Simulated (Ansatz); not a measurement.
Run report: CH₈Si₂, geometry relaxation (part 1 of 2)

System: CH₈Si₂.
Method: RHF/def2-SVP (Ansatz 0.2.0).

The input holds or restrains some coordinates. Forces given for the steps count only the free coordinates. It belongs to a series of runs on one base structure; here: pulled along the bonds that form and break, towards end B. Figures and captions count atoms from 1; the log counts them from 0 in places.

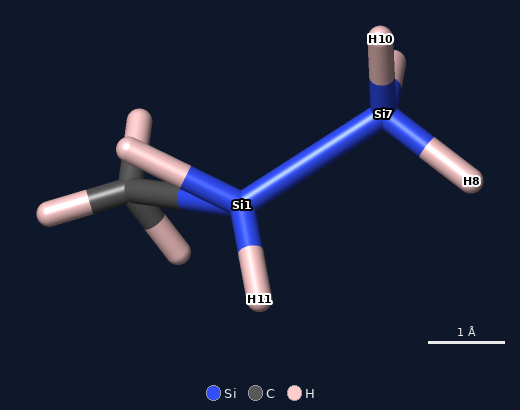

The structure as given in the input (stick view, seen at a tilt; atoms are numbered from 1 in the order of the input).

## The input
```yaml
crystal:
  periodic: [false, false, false]
  atoms:
    - { symbol: Si, position_ang: [0.0, 0.0, 0.0] }
    - { symbol: C, position_ang: [1.1598, 0.0, 1.7145] }
    - { symbol: H, position_ang: [0.1602, -0.3092, 2.085] }
    - { symbol: H, position_ang: [1.9274, -0.7111, 2.085] }
    - { symbol: H, position_ang: [1.3918, 1.0203, 2.085] }
    - { symbol: H, position_ang: [1.6388, 0.0, 0.265] }
    - { symbol: Si, position_ang: [-1.0456, 1.8115, -0.7393] }
    - { symbol: H, position_ang: [-2.4302, 1.478, -1.0607] }
    - { symbol: H, position_ang: [-1.0215, 2.8436, 0.2931] }
    - { symbol: H, position_ang: [-0.3743, 2.3069, -1.9374] }
    - { symbol: H, position_ang: [-0.6877, -1.1914, -0.4862] }
basis:
  gaussian: { orbitals: def2-SVP }
hamiltonian:
  xc: hf
relax:
  f_tol: 0.15
  max_steps: 25
  restrain:
    - { distance: [1, 5], at: 1.11, k: 30.0 }
    - { distance: [0, 1], at: 3.07, k: 30.0 }
    - { distance: [0, 5], at: 2.66, k: 30.0 }
output:
  orbitals: {}
```

Hardware: 1 thread of Arm Neoverse V1, 24 GiB of memory available, shared host.

Command:
```bash
ansatz run input.yaml --threads 1 --pin off --max-ram 2048MiB --backend cpu --events-out ev --progress --plain --runs-dir out
```

## Log
```
The last accepted step is kept in [file] (removed where the run ends without a failure and the disk answers)
Engine: ansatz 0.2.0, aarch64-unknown-linux-gnu
Functional definition: HF
  exchange = exact_x
  correlation = 0
950 factors; integrals over basis functions are off by at most 4.9e-4 eV
mean field evaluation 1: about -16868.7794 eV, gradient 2.1e1 eV
mean field evaluation 2: about -16868.8036 eV, gradient 2.1e1 eV
mean field evaluation 4: about -16870.5681 eV, gradient 3.2e0 eV
mean field evaluation 8: about -16870.6279 eV, gradient 3.2e-3 eV
mean field -16870.62789865 eV, -619.9841399531 hartree, gradient 2.7e-5 eV, S^2 0.000000; 0 other end points of the search recorded, 0 dependent functions left out
the calculation of the forces begins
reference -16870.62789865 eV, -619.9841399531 hartree; 21, 21 occupied and 69, 69 virtual orbitals, 950 factors
relax step   1: F+E_penalty+E_count = -16870.62789865 eV  Δ(F+E_penalty+E_count) = +0.000e0 eV  max|allowed force component| = 3.713e0 eV/Å  E_restraint = 32.60248092 eV  max|allowed force component, restraints' pulls added| = 4.271e1 eV/Å  Δτ_max = 0.0000 Å  (33 SCF iters, accepted)
  distance C 1 - H 5 = 1.5266 Å
  distance Si 0 - C 1 = 2.0699 Å
  distance Si 0 - H 5 = 1.6601 Å
these checks for a lower state are left out or cut short: starts, cluster_reference, orbital_swaps, neighbouring_geometries, increment
950 factors; integrals over basis functions are off by at most 4.8e-4 eV
mean field evaluation 16: about -16869.7307 eV, gradient 9.6e-5 eV
mean field -16869.73068556 eV, -619.9511679803 hartree, gradient 1.6e-5 eV, S^2 0.000000; 0 other end points of the search recorded, 0 dependent functions left out
[... from here on the field's lines of each further geometry are left out, up to the last ...]
relax step   2: F+E_penalty+E_count = -16869.73068556 eV  Δ(F+E_penalty+E_count) = +8.972e-1 eV  max|allowed force component| = 4.133e0 eV/Å  E_restraint = 18.49821629 eV  max|allowed force component, restraints' pulls added| = 3.010e1 eV/Å  Δτ_max = 0.1949 Å  (42 SCF iters, accepted)
relax step   3: F+E_penalty+E_count = -16869.19601168 eV  Δ(F+E_penalty+E_count) = +5.347e-1 eV  max|allowed force component| = 3.987e0 eV/Å  E_restraint = 8.04547321 eV  max|allowed force component, restraints' pulls added| = 1.903e1 eV/Å  Δτ_max = 0.1949 Å  (38 SCF iters, accepted)
relax step   4: F+E_penalty+E_count = -16869.57500284 eV  Δ(F+E_penalty+E_count) = -3.790e-1 eV  max|allowed force component| = 3.838e0 eV/Å  E_restraint = 1.80403930 eV  max|allowed force component, restraints' pulls added| = 8.009e0 eV/Å  Δτ_max = 0.1948 Å  (50 SCF iters, accepted)
relax step   5: F+E_penalty+E_count = -16870.83889776 eV  Δ(F+E_penalty+E_count) = -1.264e0 eV  max|allowed force component| = 1.699e0 eV/Å  E_restraint = 0.05557214 eV  max|allowed force component, restraints' pulls added| = 2.085e0 eV/Å  Δτ_max = 0.1946 Å  (37 SCF iters, accepted)
relax step   6: F+E_penalty+E_count = -16871.87288005 eV  Δ(F+E_penalty+E_count) = -1.034e0 eV  max|allowed force component| = 2.176e0 eV/Å  E_restraint = 0.01821718 eV  max|allowed force component, restraints' pulls added| = 3.108e0 eV/Å  Δτ_max = 0.1948 Å  (41 SCF iters, accepted)
relax step   7: F+E_penalty+E_count = -16872.66598567 eV  Δ(F+E_penalty+E_count) = -7.931e-1 eV  max|allowed force component| = 2.567e0 eV/Å  E_restraint = 0.09450698 eV  max|allowed force component, restraints' pulls added| = 3.062e0 eV/Å  Δτ_max = 0.1951 Å  (36 SCF iters, accepted)
relax step   8: F+E_penalty+E_count = -16873.16050994 eV  Δ(F+E_penalty+E_count) = -4.945e-1 eV  max|allowed force component| = 2.380e0 eV/Å  E_restraint = 0.07458942 eV  max|allowed force component, restraints' pulls added| = 2.197e0 eV/Å  Δτ_max = 0.1949 Å  (34 SCF iters, accepted)
relax step   9: F+E_penalty+E_count = -16873.48149295 eV  Δ(F+E_penalty+E_count) = -3.210e-1 eV  max|allowed force component| = 1.435e0 eV/Å  E_restraint = 0.02990104 eV  max|allowed force component, restraints' pulls added| = 1.308e0 eV/Å  Δτ_max = 0.2000 Å  (33 SCF iters, accepted)
relax step  10: F+E_penalty+E_count = -16873.64967508 eV  Δ(F+E_penalty+E_count) = -1.682e-1 eV  max|allowed force component| = 6.435e-1 eV/Å  E_restraint = 0.01316324 eV  max|allowed force component, restraints' pulls added| = 9.589e-1 eV/Å  Δτ_max = 0.1999 Å  (33 SCF iters, accepted)
relax step  11: F+E_penalty+E_count = -16873.70838550 eV  Δ(F+E_penalty+E_count) = -5.871e-2 eV  max|allowed force component| = 3.931e-1 eV/Å  E_restraint = 0.00270843 eV  max|allowed force component, restraints' pulls added| = 3.140e-1 eV/Å  Δτ_max = 0.1997 Å  (32 SCF iters, accepted)
the calculation of the forces begins
reference -16873.72962959 eV, -620.0981264627 hartree; 21, 21 occupied and 69, 69 virtual orbitals, 950 factors
relax step  12: F+E_penalty+E_count = -16873.72962959 eV  Δ(F+E_penalty+E_count) = -2.124e-2 eV  max|allowed force component| = 3.076e-1 eV/Å  E_restraint = 0.00295291 eV  max|allowed force component, restraints' pulls added| = 9.659e-2 eV/Å  Δτ_max = 0.1681 Å  (33 SCF iters, accepted)
  distance C 1 - H 5 = 1.1000 Å
  distance Si 0 - C 1 = 3.0798 Å
  distance Si 0 - H 5 = 2.6612 Å
950 factors; integrals over basis functions are off by at most 6.8e-4 eV
mean field evaluation 96: about -16873.6993 eV, gradient 2.3e0 eV
```

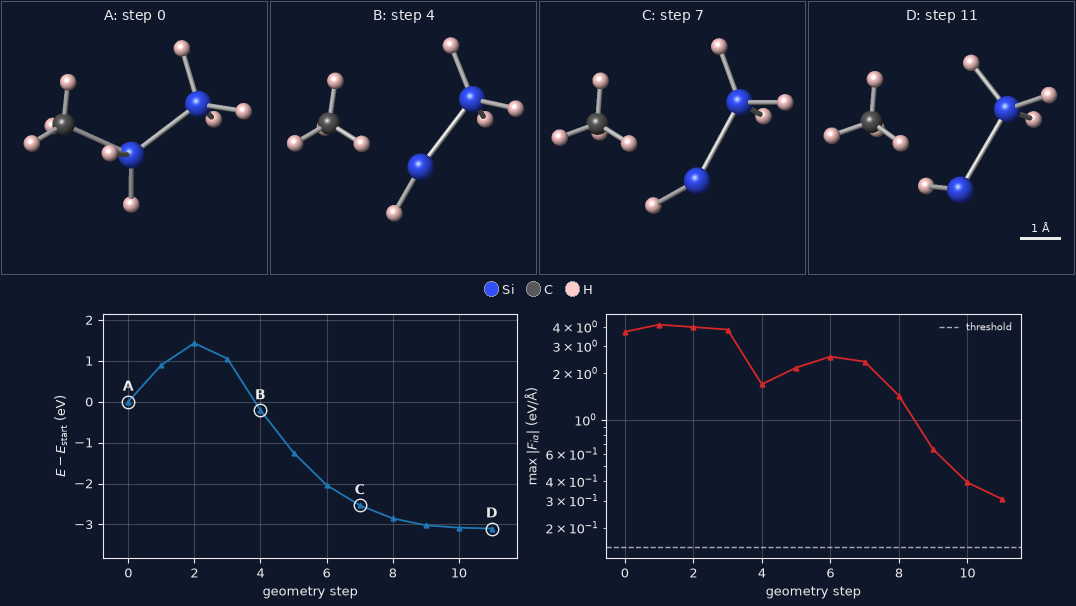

Frames of the restrained relaxation (ball-and-stick view, seen at a tilt) above the curves, on which the letters mark them (the first geometry is step 0 here and step 1 in the log).

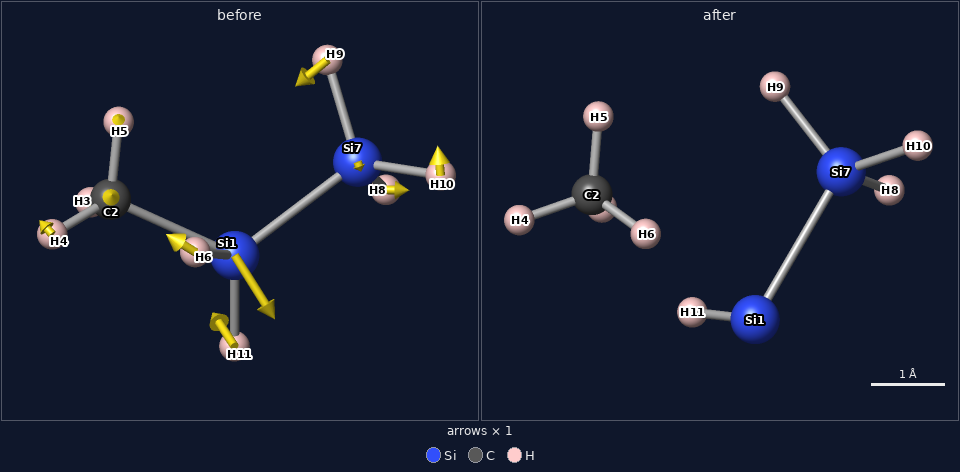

Before (left) and after (right) the restrained relaxation, at one scale (ball-and-stick view, seen at a tilt). The yellow arrows give the displacements, at true length. After 11 geometry steps the energy has fallen by 3.102 eV. The largest force component goes from 3.7 to 0.31 eV/Å. The atom that moves furthest after the best rigid fit is Si1 (1.04 Å). By element the largest moves are Si 1.04 Å, H 0.80 Å, C 0.27 Å. Distances before and after: Si1–C2 2.070 → 3.080 Å, Si1–H6 1.660 → 2.661 Å, C2–H6 1.527 → 1.100 Å, Si1–Si7 2.218 → 2.418 Å. New bonds form: C2–H6 (1.53 → 1.10 Å). Bonds break: Si1–C2 (2.07 → 3.08 Å), Si1–H6 (1.66 → 2.66 Å). Among the angles that change: Si7–Si1–H11 109.5° → 91.1°, Si1–Si7–H9 109.5° → 112.7°, Si1–Si7–H10 109.5° → 112.4°. (Atoms are counted from 1 in the order of the input.)

```
mean field -16873.72962959 eV, -620.0981264627 hartree, gradient 1.0e-5 eV, S^2 0.000000; 1 other end points of the search recorded, 0 dependent functions left out
the calculation of the forces begins
reference -16873.72962959 eV, -620.0981264627 hartree; 21, 21 occupied and 69, 69 virtual orbitals, 950 factors
Total energy: -16873.72962959 eV, -620.0981264627 hartree
Atom 0 at    -0.168881    -0.504543    -0.902231 Å, force    -0.174048    -0.089354    -0.170544 eV/Å
Atom 1 at     1.418046     0.081094     1.671460 Å, force     0.244516     0.003493    -0.042134 eV/Å
Atom 2 at     0.353563    -0.153540     1.629471 Å, force     0.013039     0.006290    -0.013533 eV/Å
Atom 3 at     1.901270    -0.660201     2.307853 Å, force     0.015801     0.040058    -0.019985 eV/Å
Atom 4 at     1.535483     1.076856     2.097618 Å, force     0.023458    -0.021437    -0.015323 eV/Å
Atom 5 at     1.896573     0.050300     0.681441 Å, force    -0.142830     0.035493     0.307606 eV/Å
Atom 6 at    -1.078424     1.734348    -0.817165 Å, force    -0.010603     0.004133    -0.009931 eV/Å
Atom 7 at    -2.482385     1.650665    -1.309931 Å, force     0.028557     0.031771    -0.025549 eV/Å
Atom 8 at    -1.102285     2.291255     0.560399 Å, force     0.000333    -0.002230     0.009448 eV/Å
Atom 9 at    -0.333473     2.682165    -1.684851 Å, force    -0.018720     0.011385     0.006083 eV/Å
Atom 10 at    -1.220789    -0.999798     0.069937 Å, force     0.020498    -0.019601    -0.026139 eV/Å
Dipole moment:     0.071001    -0.012678     0.184872 e Å
```

## Trajectory as extended XYZ (Å, eV, eV/Å), 12 frames, from step=1 to step=12
```
11
Properties=species:S:1:pos:R:3:forces:R:3 step=1 energy=-16870.62790
Si    0.0000    0.0000    0.0000    3.7133  -0.6417  -1.0925
C     1.1598    0.0000    1.7145   -2.5005  -0.0086   2.8945
H     0.1602   -0.3092    2.0850    1.4398   0.1109   1.7146
H     1.9274   -0.7111    2.0850   -0.5253   0.2556  -1.1572
H     1.3918    1.0203    2.0850   -0.3723  -0.6457  -0.5096
H     1.6388    0.0000    0.2650   -1.6262  -0.0985  -2.2870
Si   -1.0456    1.8115   -0.7393    0.1162   1.1023   0.0720
H    -2.4302    1.4780   -1.0607   -0.4336  -0.1947  -0.1090
H    -1.0215    2.8436    0.2931   -0.0932   0.5664   0.2468
H    -0.3743    2.3069   -1.9374    0.0221   0.3372  -0.4319
H    -0.6877   -1.1914   -0.4862    0.2597  -0.7832   0.6592
11
Properties=species:S:1:pos:R:3:forces:R:3 step=2 energy=-16869.73069
Si   -0.1542    0.0001   -0.1192    4.1327  -0.4277   0.6195
C     1.2161    0.0002    1.7564   -2.3452   0.1979  -0.5821
H     0.1767   -0.3070    2.0940    1.8790   0.2675   0.1197
H     1.9341   -0.7162    2.0834    0.6207  -0.5107  -0.0293
H     1.3934    1.0214    2.0854    0.1269  -0.1206  -0.1155
H     1.7286   -0.0005    0.3430   -3.0240  -0.0572   0.6898
Si   -1.0513    1.8258   -0.7434   -0.3388   1.9683  -0.3859
H    -2.4332    1.4770   -1.0615   -0.4834  -0.0914  -0.2121
H    -1.0221    2.8478    0.2951   -0.0385   0.5981   0.2855
H    -0.3740    2.3095   -1.9406   -0.0560   0.6253  -0.4874
H    -0.6954   -1.2095   -0.4885   -0.4733  -2.4497   0.0978
11
Properties=species:S:1:pos:R:3:forces:R:3 step=3 energy=-16869.19601
Si   -0.3070   -0.0013   -0.2401    3.2011  -0.4410   1.1317
C     1.2931    0.0023    1.7709   -2.7485   0.6724  -3.3283
H     0.1981   -0.3029    2.0826    2.3641   0.3962  -1.1556
H     1.9470   -0.7246    2.0898    1.7587  -1.4461   1.3153
H     1.3986    1.0230    2.0861    0.6139   0.2684   0.3547
H     1.7836   -0.0007    0.4658   -2.8958   0.0329   2.8219
Si   -1.0572    1.8457   -0.7493   -0.8395   2.9517  -0.5970
H    -2.4370    1.4772   -1.0636   -0.5102   0.0258  -0.3684
H    -1.0220    2.8528    0.2977   -0.0063   0.6490   0.3429
H    -0.3750    2.3162   -1.9448   -0.0393   0.8773  -0.5180
H    -0.7034   -1.2391   -0.4910   -0.8982  -3.9865   0.0009
```
